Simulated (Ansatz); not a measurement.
Saddle-point search, with input and output: SiNH₆ (part 2 of 2)

Continued. System: SiNH₆, multiplicity 4. Method: UKS PBE0-D4/def2-SVP (Ansatz 0.2.0). The run did not end well. The settings of this run were made unusual or wrong on purpose.

Geometry of the input (Å):
```
H  0.1811  -1.2262  1.0441
N  0.6825  -0.1156  0.4785
Si -0.2276  0.5645  -0.7950
H  -0.2447  -1.9650  1.5214
H  0.9154  0.4671  1.2709
H  -1.5291  1.1529  -0.4467
H  0.6366  1.6363  -1.3129
H  -0.4142  -0.5141  -1.7603
```

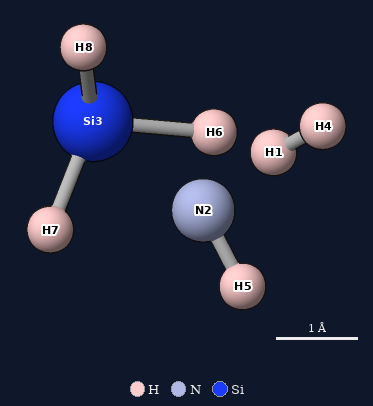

The geometry at step 17 of the log (ball-and-stick view, seen at a tilt; atoms are numbered from 1 in the order of the input).

**Trajectory as extended XYZ, continued**
```
8
Properties=species:S:1:pos:R:3:forces:R:3 step=4 energy=-9448.10783
H     0.1573   -1.2396    1.0414    0.1675   0.6971  -0.3012
N     0.4858   -0.0713    0.5683    0.3550   0.1248   1.5420
Si   -0.2829    0.5947   -0.9452   -1.5638   0.2493  -2.5887
H    -0.1271   -1.9524    1.4969   -0.0945  -0.5732   0.2912
H     1.0523    0.4917    1.3413    0.1677  -0.3727   0.0005
H    -1.5812    1.1508   -0.4277    0.1479  -0.2582   0.4926
H     0.7679    1.6062   -1.2313    0.6715   0.1135   0.3397
H    -0.4722   -0.5802   -1.8437    0.1486   0.0194   0.2240
8
Properties=species:S:1:pos:R:3:forces:R:3 step=5 energy=-9448.62438
H     0.1289   -1.0666    1.0348    0.0849   0.8813  -0.5222
N     0.3948    0.0404    0.5684    1.1439  -1.4493   2.8988
Si   -0.3436    0.6117   -1.0732   -0.6776   1.7422  -1.8365
H    -0.0799   -2.0313    1.4867    0.0734   0.2017  -0.0763
H     1.0807    0.4410    1.3538   -1.1383  -0.2911  -1.4676
H    -1.5826    1.0841   -0.3208    0.0635  -0.3953   0.4090
H     0.8788    1.5402   -1.1592    0.2460  -0.2622   0.1063
H    -0.4771   -0.6197   -1.8905    0.2044  -0.4274   0.4885
8
Properties=species:S:1:pos:R:3:forces:R:3 step=6 energy=-9448.80611
H     0.0784   -1.0109    1.0215    0.0641   0.7116  -0.4666
N     0.3385    0.0863    0.5668    1.6807  -1.5826   2.8545
Si   -0.3796    0.6392   -1.1495   -0.1452   2.1673  -0.8625
H    -0.0326   -2.0092    1.4658    0.0105   0.2477  -0.0782
H     1.0832    0.4143    1.3406   -1.7174  -0.1841  -1.9246
H    -1.5793    1.0280   -0.2340    0.1104  -0.3828   0.0576
H     0.9559    1.4976   -1.1163   -0.2140  -0.4482  -0.1250
H    -0.4644   -0.6455   -1.8950    0.2110  -0.5289   0.5448
8
Properties=species:S:1:pos:R:3:forces:R:3 step=7 energy=-9448.87254
H     0.0433   -1.0797    1.0204   -0.0794   0.7925  -0.4923
N     0.3284    0.0196    0.5774    1.7242   1.1817   0.9488
Si   -0.3771    0.6584   -1.1329   -0.2274   1.6529  -0.8762
H     0.0013   -1.8306    1.3825   -0.2113  -1.9994   0.9952
H     1.0466    0.4043    1.3039   -1.3122  -0.4403  -1.2502
H    -1.5771    1.0047   -0.2043    0.0606  -0.3005   0.1493
H     0.9764    1.4784   -1.1117   -0.1189  -0.4218   0.0995
H    -0.4418   -0.6553   -1.8353    0.1644  -0.4651   0.4259
8
Properties=species:S:1:pos:R:3:forces:R:3 step=8 energy=-9449.04108
H     0.0263   -1.1166    1.0340   -0.0482   0.4015  -0.2827
N     0.3606    0.0753    0.5739    0.3916   0.2095  -0.0894
Si   -0.3907    0.6840   -1.1517   -0.2516   1.2501  -0.8874
H     0.0038   -1.8515    1.3939   -0.1433  -1.2998   0.6597
H     1.0352    0.3992    1.2931   -0.1089   0.1906  -0.0689
H    -1.5758    1.0005   -0.2033    0.0568  -0.2552   0.1090
H     0.9788    1.4705   -1.1083   -0.0845  -0.3307   0.0286
H    -0.4381   -0.6616   -1.8316    0.1880  -0.1660   0.5311
8
Properties=species:S:1:pos:R:3:forces:R:3 step=9 energy=-9449.15845
H     0.0449   -1.1591    1.0301    0.0129  -0.6773   0.3895
N     0.3614    0.1000    0.5113    0.1770  -0.8713   0.6766
Si   -0.4064    0.7826   -1.1978   -0.1605   0.2662  -0.5290
H    -0.0399   -2.0219    1.4889    0.1024   1.2157  -0.6256
H     1.0151    0.4670    1.2300   -0.1090   0.0772  -0.0698
H    -1.5783    0.9946   -0.2001    0.0277  -0.0227   0.0238
H     1.0011    1.4771   -1.1352   -0.0890  -0.0834   0.0024
H    -0.3979   -0.6403   -1.7272    0.0385   0.0956   0.1322
8
Properties=species:S:1:pos:R:3:forces:R:3 step=10 energy=-9449.23397
H     0.0473   -1.1570    1.0307   -0.0238  -0.4525   0.2143
N     0.3591    0.0800    0.5206    0.2681  -0.4019   0.4365
Si   -0.4051    0.7701   -1.1903   -0.1737   0.3682  -0.5671
H    -0.0341   -1.9622    1.4564    0.0312   0.5322  -0.2592
H     1.0112    0.4504    1.2375   -0.0851   0.0751  -0.0281
H    -1.5766    0.9907   -0.1962    0.0275  -0.0379   0.0437
H     0.9976    1.4725   -1.1295   -0.0894  -0.1100   0.0250
H    -0.3994   -0.6446   -1.7291    0.0452   0.0268   0.1349
8
Properties=species:S:1:pos:R:3:forces:R:3 step=11 energy=-9449.25661
H     0.0590   -1.1667    1.0246   -0.0451  -0.0349  -0.0344
N     0.3601    0.0568    0.5167    0.3498   0.0593   0.2863
Si   -0.4090    0.7784   -1.1948   -0.1627   0.2219  -0.5065
H    -0.0420   -1.9196    1.4394   -0.0379  -0.2369   0.1434
H     1.0003    0.4459    1.2336   -0.0532   0.0273   0.0266
H    -1.5730    0.9834   -0.1884    0.0418   0.0001   0.0271
H     0.9954    1.4674   -1.1254   -0.1031  -0.0736   0.0256
H    -0.3908   -0.6458   -1.7057    0.0103   0.0369   0.0319
8
Properties=species:S:1:pos:R:3:forces:R:3 step=12 energy=-9449.26628
H     0.0631   -1.1736    1.0216   -0.0535  -0.1206   0.0389
N     0.3654    0.0550    0.5128    0.3106   0.0106   0.3186
Si   -0.4123    0.7872   -1.2025   -0.1602   0.1243  -0.4570
H    -0.0493   -1.9284    1.4483   -0.0069  -0.0647   0.0429
H     0.9976    0.4528    1.2316   -0.0366   0.0070   0.0476
H    -1.5707    0.9829   -0.1869    0.0610   0.0203   0.0040
H     0.9932    1.4675   -1.1268   -0.1099  -0.0452   0.0130
H    -0.3870   -0.6435   -1.6980   -0.0045   0.0682  -0.0080
8
Properties=species:S:1:pos:R:3:forces:R:3 step=13 energy=-9449.28810
H     0.0720   -1.1909    1.0188   -0.0652  -0.2063   0.1418
N     0.3852    0.0446    0.5093    0.2407  -0.0064   0.3469
Si   -0.4227    0.8045   -1.2282   -0.1835  -0.0480  -0.3417
H    -0.0652   -1.9381    1.4663    0.0369   0.1013  -0.0676
H     0.9898    0.4645    1.2390   -0.0014  -0.0480   0.0922
H    -1.5574    0.9846   -0.1824    0.1257   0.0614  -0.0712
H     0.9785    1.4686   -1.1313   -0.1256   0.0204  -0.0246
H    -0.3802   -0.6379   -1.6916   -0.0276   0.1256  -0.0758
8
Properties=species:S:1:pos:R:3:forces:R:3 step=14 energy=-9449.35085
H     0.0890   -1.2294    1.0360   -0.1128  -0.4167   0.3349
N     0.4406    0.0144    0.5158    0.2817   0.0245   0.5659
Si   -0.4507    0.8368   -1.3038   -0.3773  -0.2479  -0.1432
H    -0.0917   -1.9634    1.5101    0.1271   0.3850  -0.2590
H     0.9702    0.4768    1.2847   -0.0426  -0.2120   0.0231
H    -1.5097    1.0036   -0.1780    0.2637   0.1074  -0.2933
H     0.9240    1.4825   -1.1547   -0.0846   0.1405  -0.0887
H    -0.3716   -0.6214   -1.7101   -0.0551   0.2191  -0.1397
8
Properties=species:S:1:pos:R:3:forces:R:3 step=15 energy=-9449.42013
H     0.1205   -1.3075    1.0983   -0.3030  -0.8595   0.6588
N     0.5682   -0.0628    0.5445    0.6821   0.6981   1.5354
Si   -0.5160    0.9023   -1.4811   -0.9934  -0.6419   0.6874
H    -0.1310   -2.0159    1.6046    0.3094   0.8054  -0.5630
H     0.9243    0.4798    1.4090   -0.4082  -0.8830  -0.9731
H    -1.3958    1.0613   -0.1815    0.3551   0.0332  -0.9389
H     0.7904    1.5237   -1.2187    0.4990   0.4396  -0.1908
H    -0.3606   -0.5810   -1.7751   -0.1410   0.4081  -0.2157
8
Properties=species:S:1:pos:R:3:forces:R:3 step=16 energy=-9449.21980
H     0.1465   -1.2556    1.1692    0.6570   2.0701  -1.6565
N     0.5521   -0.1495    0.6116    0.7028   1.5161  -0.4537
Si   -0.5198    0.8840   -1.4659   -0.5910  -0.1881   0.1895
H    -0.0556   -1.8458    1.5313   -1.2784  -3.7885   2.4206
H     0.8951    0.3133    1.4731    0.1376   0.0149   0.1773
H    -1.4177    1.0740   -0.2274    0.2485  -0.0321  -0.5379
H     0.7919    1.5547   -1.2560    0.1678   0.1316  -0.1062
H    -0.3924   -0.5752   -1.8359   -0.0445   0.2760  -0.0331
8
Properties=species:S:1:pos:R:3:forces:R:3 step=17 energy=-9449.50485
H     0.1289   -1.2907    1.1212   -0.0988  -0.2599   0.0796
N     0.5630   -0.0908    0.5662    0.6446   0.8183   0.9972
Si   -0.5172    0.8964   -1.4762   -0.8701  -0.4908   0.5356
H    -0.1066   -1.9609    1.5809   -0.0390  -0.1796   0.1542
H     0.9148    0.4259    1.4297   -0.2481  -0.5996  -0.6344
H    -1.4029    1.0654   -0.1963    0.3261   0.0104  -0.8137
H     0.7909    1.5337   -1.2308    0.3933   0.3409  -0.1631
H    -0.3709   -0.5791   -1.7947   -0.1080   0.3603  -0.1553
8
Properties=species:S:1:pos:R:3:forces:R:3 step=18 energy=-9449.60613
H     0.1516   -1.2631    1.1550   -0.1050  -0.2668  -0.0146
N     0.5806   -0.1078    0.6173    0.1484   0.1060   0.1447
Si   -0.5270    0.8968   -1.4813   -0.4649  -0.0744   0.0538
H    -0.0835   -1.9602    1.6237   -0.0228  -0.1048   0.1024
H     0.9213    0.3288    1.4911    0.1707   0.0760   0.2136
H    -1.4283    1.0845   -0.2592    0.1964  -0.0308  -0.4035
H     0.7867    1.5757   -1.2822    0.0924   0.0867  -0.1019
H    -0.4015   -0.5548   -1.8644   -0.0153   0.2081   0.0055
8
Properties=species:S:1:pos:R:3:forces:R:3 step=19 energy=-9449.66272
H     0.1576   -1.2812    1.1307   -0.0157  -0.1250   0.2653
N     0.5929   -0.1270    0.7181   -0.0245  -0.0743  -0.1475
Si   -0.5487    0.9108   -1.5070    0.0695   0.2333  -0.4540
H    -0.0606   -1.9780    1.6902    0.0232   0.0611  -0.1454
H     0.9650    0.2723    1.5940    0.1461   0.0076   0.3054
H    -1.4506    1.1064   -0.3375   -0.0618   0.0122   0.1101
H     0.7753    1.6168   -1.3682   -0.1801  -0.1205  -0.0020
H    -0.4310   -0.5203   -1.9203    0.0432   0.0056   0.0681
8
Properties=species:S:1:pos:R:3:forces:R:3 step=20 energy=-9449.69453
H     0.1917   -1.2596    1.2059   -0.0583  -0.0452  -0.1112
N     0.5978   -0.1568    0.7987    0.2008   0.2663   0.2135
Si   -0.5795    0.9411   -1.5674    0.3498   0.2674  -0.6185
H    -0.0421   -2.0053    1.6964   -0.0781  -0.2899   0.1704
H     1.0024    0.1862    1.6964    0.0167  -0.0057  -0.1184
H    -1.4696    1.1362   -0.4143   -0.2389   0.0690   0.3835
H     0.7503    1.6435   -1.4501   -0.2356  -0.1395   0.0443
H    -0.4510   -0.4854   -1.9656    0.0437  -0.1223   0.0362
8
Properties=species:S:1:pos:R:3:forces:R:3 step=21 energy=-9449.72251
H     0.2077   -1.2453    1.2431   -0.0234   0.0287  -0.1382
N     0.6109   -0.1576    0.8592    0.1573  -0.0592   0.6006
Si   -0.6038    0.9693   -1.6284    0.3007   0.1618  -0.4520
H    -0.0430   -2.0714    1.7186    0.0176   0.0292   0.0009
H     1.0439    0.1503    1.7651   -0.1052  -0.0427  -0.3853
H    -1.4818    1.1627   -0.4641   -0.2373   0.0811   0.3425
H     0.7250    1.6554   -1.5007   -0.1330  -0.0514   0.0315
H    -0.4590   -0.4635   -1.9928    0.0234  -0.1476   0.0000
8
Properties=species:S:1:pos:R:3:forces:R:3 step=22 energy=-9449.73881
H     0.2034   -1.2547    1.2497    0.0546   0.0982  -0.0200
N     0.6217   -0.1612    0.9109    0.1058  -0.0327   0.3831
Si   -0.6176    0.9854   -1.6709    0.1017   0.0208  -0.1795
H    -0.0408   -2.0959    1.7215    0.0184   0.0582  -0.0208
H     1.0769    0.1436    1.8055   -0.1509  -0.1503  -0.3056
H    -1.4894    1.1815   -0.4877   -0.1346   0.0602   0.1475
H     0.7064    1.6586   -1.5251    0.0034   0.0362   0.0103
H    -0.4606   -0.4574   -2.0039    0.0015  -0.0908  -0.0150
8
Properties=species:S:1:pos:R:3:forces:R:3 step=23 energy=-9449.74480
H     0.2130   -1.2691    1.2698    0.0221   0.0708  -0.0096
N     0.6313   -0.1725    0.9435    0.0374   0.0173   0.0836
Si   -0.6267    0.9982   -1.7039   -0.0318  -0.0652   0.0134
H    -0.0378   -2.1000    1.7319    0.0074  -0.0148   0.0174
H     1.0925    0.1217    1.8306   -0.0508  -0.0870  -0.0775
H    -1.5028    1.2029   -0.5118   -0.0354   0.0287  -0.0150
H     0.6920    1.6716   -1.5441    0.0616   0.0617  -0.0033
H    -0.4614   -0.4530   -2.0159   -0.0105  -0.0115  -0.0091
8
Properties=species:S:1:pos:R:3:forces:R:3 step=24 energy=-9449.74703
H     0.2153   -1.2752    1.2853    0.0229   0.0583  -0.0217
N     0.6383   -0.1813    0.9678    0.0027   0.0359  -0.0069
Si   -0.6326    1.0061   -1.7240   -0.0261  -0.0537   0.0315
H    -0.0267   -2.1068    1.7460   -0.0110  -0.0526   0.0355
H     1.1045    0.0965    1.8549   -0.0072  -0.0471  -0.0072
H    -1.5174    1.2220   -0.5384   -0.0089   0.0136  -0.0332
H     0.6845    1.6864   -1.5639    0.0351   0.0358  -0.0019
H    -0.4658   -0.4478   -2.0277   -0.0074   0.0098   0.0038
8
Properties=species:S:1:pos:R:3:forces:R:3 step=25 energy=-9449.74805
H     0.2201   -1.2852    1.3020    0.0099   0.0370  -0.0183
N     0.6466   -0.1859    0.9920   -0.0161   0.0087  -0.0148
Si   -0.6383    1.0133   -1.7442   -0.0110  -0.0222   0.0298
H    -0.0194   -2.1172    1.7603   -0.0029  -0.0249   0.0157
H     1.1208    0.0709    1.8808    0.0089  -0.0192   0.0058
H    -1.5361    1.2438   -0.5704    0.0118   0.0010  -0.0354
H     0.6765    1.7032   -1.5844   -0.0011   0.0020   0.0018
H    -0.4703   -0.4430   -2.0361    0.0005   0.0176   0.0154
8
Properties=species:S:1:pos:R:3:forces:R:3 step=26 energy=-9449.74975
H     0.2088   -1.2754    1.2903   -0.0207  -0.0166  -0.0396
N     0.6346   -0.1651    0.9824    0.0156   0.0064   0.0731
Si   -0.6315    0.9987   -1.7325    0.0068   0.0004  -0.0178
H    -0.0162   -2.1113    1.7299    0.0003  -0.0035   0.0061
H     1.1424    0.0534    1.8642    0.0053   0.0155  -0.0418
H    -1.5602    1.2640   -0.5940   -0.0098   0.0036   0.0075
H     0.6764    1.6992   -1.5629   -0.0003   0.0007   0.0035
H    -0.4542   -0.4636   -1.9775    0.0028  -0.0065   0.0090
8
Properties=species:S:1:pos:R:3:forces:R:3 step=27 energy=-9449.75109
H     0.1943   -1.2682    1.2732   -0.0169  -0.0510  -0.0047
N     0.6262   -0.1452    0.9845    0.0670   0.0346   0.1454
Si   -0.6267    0.9855   -1.7255    0.0057  -0.0073  -0.0191
H    -0.0135   -2.1083    1.6990    0.0005   0.0260  -0.0158
H     1.1700    0.0390    1.8557   -0.0507  -0.0065  -0.1200
H    -1.5852    1.2854   -0.6198    0.0030  -0.0050   0.0034
H     0.6749    1.6958   -1.5461   -0.0058  -0.0024   0.0020
H    -0.4400   -0.4840   -1.9211   -0.0028   0.0117   0.0087
8
Properties=species:S:1:pos:R:3:forces:R:3 step=28 energy=-9449.75185
H     0.1929   -1.2618    1.2615   -0.0209  -0.0361   0.0110
N     0.6223   -0.1335    0.9903    0.0123   0.0141   0.0351
Si   -0.6240    0.9769   -1.7209    0.0119  -0.0009  -0.0195
H    -0.0202   -2.1078    1.6749    0.0106   0.0288  -0.0191
H     1.1849    0.0353    1.8491   -0.0025  -0.0028  -0.0193
H    -1.5964    1.2929   -0.6330   -0.0062   0.0038   0.0155
H     0.6740    1.6930   -1.5373   -0.0072  -0.0024  -0.0004
H    -0.4336   -0.4950   -1.8846    0.0018  -0.0046  -0.0034
8
Properties=species:S:1:pos:R:3:forces:R:3 step=29 energy=-9449.75216
H     0.1874   -1.2470    1.2564    0.0066   0.0024   0.0117
N     0.6166   -0.1224    1.0101    0.0028   0.0095   0.0050
Si   -0.6260    0.9734   -1.7229   -0.0089  -0.0022   0.0094
H    -0.0186   -2.1091    1.6567   -0.0007   0.0049  -0.0073
H     1.1948    0.0285    1.8614   -0.0086  -0.0154  -0.0096
H    -1.5912    1.2878   -0.6262    0.0057  -0.0025  -0.0096
H     0.6733    1.6874   -1.5448    0.0021   0.0022  -0.0021
H    -0.4362   -0.4987   -1.8907    0.0010   0.0010   0.0024
8
Properties=species:S:1:pos:R:3:forces:R:3 step=30 energy=-9449.75239
H     0.1863   -1.2376    1.2533   -0.0030   0.0007  -0.0019
N     0.6190   -0.1127    1.0177    0.0024  -0.0067   0.0123
Si   -0.6270    0.9682   -1.7204    0.0099  -0.0009  -0.0125
H    -0.0261   -2.1062    1.6383    0.0028   0.0094  -0.0050
H     1.2033    0.0206    1.8676   -0.0022  -0.0026  -0.0067
H    -1.5931    1.2850   -0.6273   -0.0082   0.0034   0.0101
H     0.6708    1.6868   -1.5477   -0.0041  -0.0007  -0.0001
H    -0.4334   -0.5040   -1.8816    0.0023  -0.0027   0.0037
```

**Outcome**

```csv
quantity,value
outcome,not converged
hardware,"2 threads of Arm Neoverse V1, 23 GiB of memory available, shared host"
wall time,91 s (CPU time 2.9 min)
peak memory,0.41 GiB
```

The input was spoiled on purpose: wrong multiplicity. The run did not converge: “the saddle search did not converge after 30 steps: max|allowed force component| = 1.25e-2 eV/Å (threshold 5.0e-2). At the last step the curvature along the mode is -8.154 eV/Å² (extrapolated from the last rotation, not read by a force call), negative; but by what was read across the mode the geometry is too far from a stationary point (`saddle.f_tol`), with an estimated 0.084 Å left to move …” Its last values are not results.
